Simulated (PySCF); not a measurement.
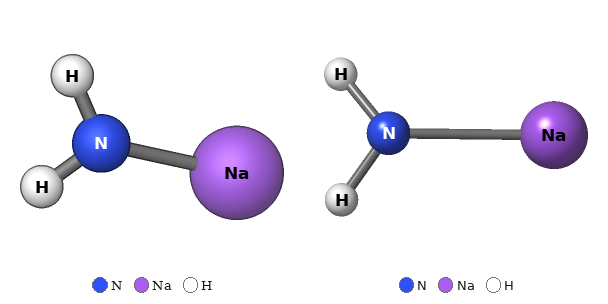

The same structure drawn twice, from different directions.

The geometry was computed by an optimisation with PBE0-D3(BJ)/def2-SVP. No frequency run is at hand to confirm it as a minimum.

What does the picture show?

It has 4 atoms: 2 hydrogen, 1 nitrogen and 1 sodium (H₂NNa). Its SMILES string is `[NH2][Na]`.

The parts below concern this one geometry. Atoms keep their numbers from picture to picture.

## Dipole moment

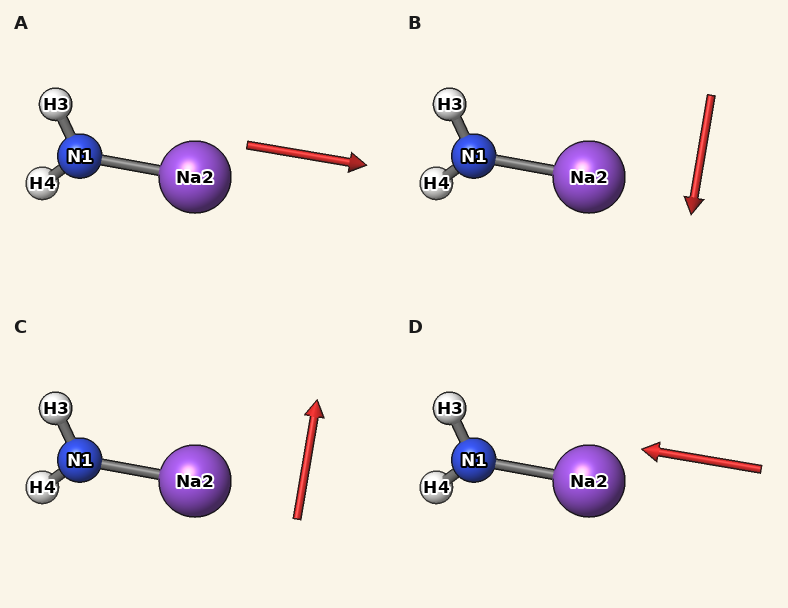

The same molecule four times, each with an arrow. No frequency run is at hand to confirm it as a minimum. Method: PBE0/pcSseg-2, gas phase (PySCF 2.14.0).

> Which arrow points along the dipole moment, from the negative to the positive end?

A. The dipole moment is 6.32 D; it points from the side of H3, H4 to the side of Na2 (the outermost atoms at the two ends).

## NMR shielding

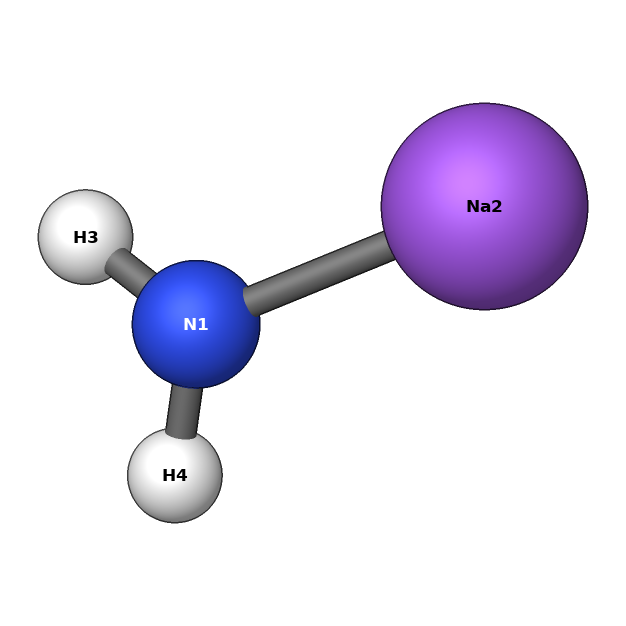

No frequency run is at hand to confirm it as a minimum. Method: GIAO PBE0/pcSseg-1 NMR shielding, non-relativistic, gas phase (PySCF 2.14.0). Principal shieldings σ11 ≤ σ22 ≤ σ33, span Ω = σ33 − σ11, skew κ = 3(σiso − σ22)/Ω.

Give the shielding tensors of the Na atoms.

```
atom    σ11    σ22    σ33   σiso      Ω     κ
 Na2  493.0  530.3  610.1  544.5  117.1  0.36
```

Shieldings and span in ppm.

## Excitation

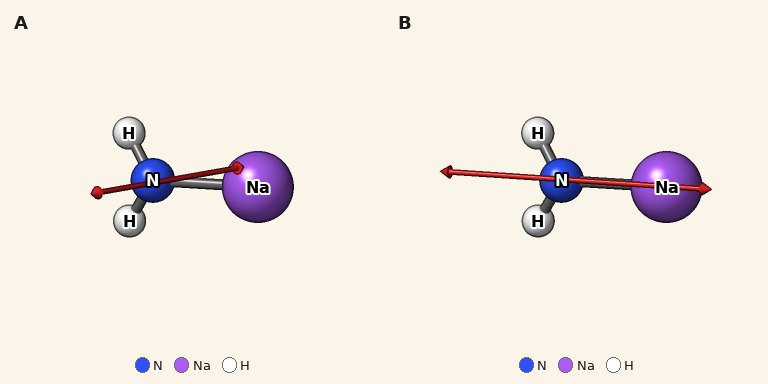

The double arrows show the directions of two transition dipoles from the ground state (lengths mean nothing). No frequency run is at hand to confirm it as a minimum. Level of theory: TDDFT CAM-B3LYP/def2-SVPD, vertical, gas phase, core orbitals frozen in the response (PySCF 2.14.0).

> One belongs to singlet state 3 and one to singlet state 5. Which is which?

A: state 3, 3.85 eV (322 nm), oscillator strength 0.056, mainly HOMO → LUMO+3 (weight 0.57).
B: state 5, 4.68 eV (265 nm), oscillator strength 0.14, mainly HOMO−1 → LUMO (weight 0.86).
